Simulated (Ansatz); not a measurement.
# Si10H18 bond disc (Si8Sn2H18): structure and electronic state

Aim: characterise Si10H18 bond disc (Si8Sn2H18) as a singlet: its structure, frontier levels and distribution of charge.

Computed with Ansatz 0.2.0, Gaussian basis. Level: RKS PBE0-D4/def2-TZVP.

Plan: relaxation at PBE0-D4/def2-SVP; a single point at PBE0-D4/def2-TZVP.

6 further runs of the same task are left out: 3 that didn't finish, 3 set aside as unsound or not needed. Runs told in other sessions of the task aren't counted.

## (1) Where the work starts

28 atoms, charge 0, spin multiplicity 1.

Atoms are counted from 1 here; the program's logs count them from 0.

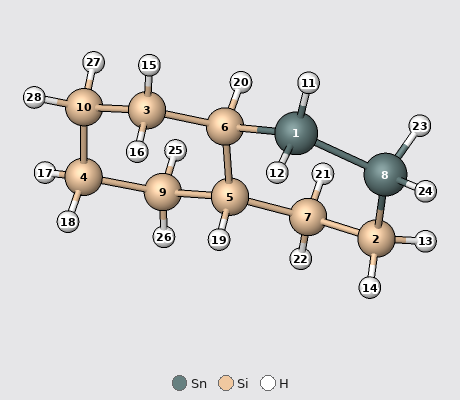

As it starts; tin teal, silicon light orange, hydrogen white; atoms are numbered from 1 in the order of the file.

Geometry (Å):

```mol
H18Si8Sn2
  3D, bonds by distance, orders not assigned

 28 29  0  0  0  0  0  0  0  0999 V2000
   -2.2207    0.4363    2.1290 Sn  0  0
   -2.0794    3.6254   -1.0492 Si  0  0
    0.7971   -2.3077    2.0237 Si  0  0
    3.5375   -2.0641   -0.7212 Si  0  0
    0.5531    0.5498   -0.7637 Si  0  0
   -0.5483   -0.9226    0.7230 Si  0  0
   -0.7335    2.0227   -2.0713 Si  0  0
   -3.4492    2.5383    0.7977 Sn  0  0
    2.1417   -0.6806   -1.9620 Si  0  0
    2.3295   -3.4504    0.7015 Si  0  0
   -3.3567   -0.3973    3.0864 H   0  0
   -1.3847    1.1605    3.4152 H   0  0
   -3.0295    4.3254   -1.9076 H   0  0
   -1.2949    4.6805   -0.4127 H   0  0
   -0.0210   -3.1786    2.8729 H   0  0
    1.5021   -1.4346    2.9702 H   0  0
    4.4479   -2.8251   -1.5890 H   0  0
    4.4434   -1.2190    0.0723 H   0  0
    1.3097    1.4344    0.1627 H   0  0
   -1.4487   -1.7517   -0.0985 H   0  0
   -1.5875    1.1963   -2.9407 H   0  0
    0.1563    2.7401   -2.9990 H   0  0
   -4.8463    1.8924    0.0954 H   0  0
   -4.2370    3.6174    1.8444 H   0  0
    1.3669   -1.5113   -2.8988 H   0  0
    2.8822    0.2358   -2.8390 H   0  0
    1.5681   -4.3896   -0.1391 H   0  0
    3.2017   -4.3227    1.4973 H   0  0
  1  6  8  0
  1  8  8  0
  1 11  8  0
  1 12  8  0
  2  7  8  0
  2  8  8  0
  2 13  8  0
  2 14  8  0
  3  6  8  0
  3 10  8  0
  3 15  8  0
  3 16  8  0
  4  9  8  0
  4 10  8  0
  4 17  8  0
  4 18  8  0
  5  6  8  0
  5  7  8  0
  5  9  8  0
  5 19  8  0
  6 20  8  0
  7 21  8  0
  7 22  8  0
  8 23  8  0
  8 24  8  0
  9 25  8  0
  9 26  8  0
 10 27  8  0
 10 28  8  0
M  END
```

Sn takes a core potential in the def2 sets. No spin-orbit coupling is included.

The start is a GFN2-xTB geometry.

## (2) Relaxation at PBE0-D4/def2-SVP

File in.yaml:

```yaml
crystal:
  periodic: [false, false, false]
  atoms:
    - {symbol: Sn, position_ang: [-2.220660, 0.436310, 2.129040]}
    - {symbol: Si, position_ang: [-2.079370, 3.625430, -1.049160]}
    - {symbol: Si, position_ang: [0.797100, -2.307670, 2.023740]}
    - {symbol: Si, position_ang: [3.537540, -2.064060, -0.721210]}
    - {symbol: Si, position_ang: [0.553120, 0.549780, -0.763740]}
    - {symbol: Si, position_ang: [-0.548290, -0.922600, 0.723030]}
    - {symbol: Si, position_ang: [-0.733520, 2.022700, -2.071290]}
    - {symbol: Sn, position_ang: [-3.449160, 2.538280, 0.797740]}
    - {symbol: Si, position_ang: [2.141740, -0.680620, -1.961950]}
    - {symbol: Si, position_ang: [2.329520, -3.450370, 0.701470]}
    - {symbol: H, position_ang: [-3.356730, -0.397270, 3.086360]}
    - {symbol: H, position_ang: [-1.384740, 1.160510, 3.415220]}
    - {symbol: H, position_ang: [-3.029480, 4.325400, -1.907610]}
    - {symbol: H, position_ang: [-1.294940, 4.680520, -0.412680]}
    - {symbol: H, position_ang: [-0.020990, -3.178610, 2.872890]}
    - {symbol: H, position_ang: [1.502080, -1.434630, 2.970160]}
    - {symbol: H, position_ang: [4.447950, -2.825050, -1.589010]}
    - {symbol: H, position_ang: [4.443410, -1.218980, 0.072290]}
    - {symbol: H, position_ang: [1.309730, 1.434380, 0.162700]}
    - {symbol: H, position_ang: [-1.448690, -1.751710, -0.098470]}
    - {symbol: H, position_ang: [-1.587460, 1.196250, -2.940740]}
    - {symbol: H, position_ang: [0.156260, 2.740100, -2.999020]}
    - {symbol: H, position_ang: [-4.846290, 1.892430, 0.095370]}
    - {symbol: H, position_ang: [-4.237000, 3.617350, 1.844380]}
    - {symbol: H, position_ang: [1.366900, -1.511330, -2.898790]}
    - {symbol: H, position_ang: [2.882150, 0.235810, -2.838980]}
    - {symbol: H, position_ang: [1.568110, -4.389610, -0.139090]}
    - {symbol: H, position_ang: [3.201720, -4.322740, 1.497340]}
basis:
  gaussian: {orbitals: def2-SVP}
hamiltonian: {xc: pbe0, dispersion: d4}
scf: {lower_state_search: "off"}
output: {orbitals: {seedname: orbitals}}
relax: {f_tol: 0.03, max_steps: 70}
```

The run is started by

```
$ ansatz run in.yaml --threads 4 --pin off --events-out ev --progress --plain --max-ram 6963MiB
```

Further steps of the session: Single point, PBE0-D4/def2-TZVP.

Q: Predict the results of all the runs planned. Wanted: point group; commonest bond, hydrogen aside; HOMO, LUMO at PBE0-D4/def2-TZVP; dipole at PBE0-D4/def2-SVP.

The runs gave:

| quantity | value |
| --- | --- |
| point group | C1 |
| commonest bond, hydrogen aside | Si–Si, 8 of mean length 2.347 Å |
| HOMO, LUMO at PBE0-D4/def2-TZVP | -6.98, -1.28 eV |
| dipole at PBE0-D4/def2-SVP | 0.07 D |

The molecule keeps its bonding pattern by the stored test; the atoms moved 0.27 Å (rms). No usable vibrations, so a minimum isn't proven. The HOMO lies nearest to Sn1 18 %; Si6 16 % and the LUMO to Si6 13 %; Sn1 12 %. Whether this spin is the lowest isn't tested here. The point group is read from a loosely relaxed geometry; soft torsions can leave it below the true symmetry.
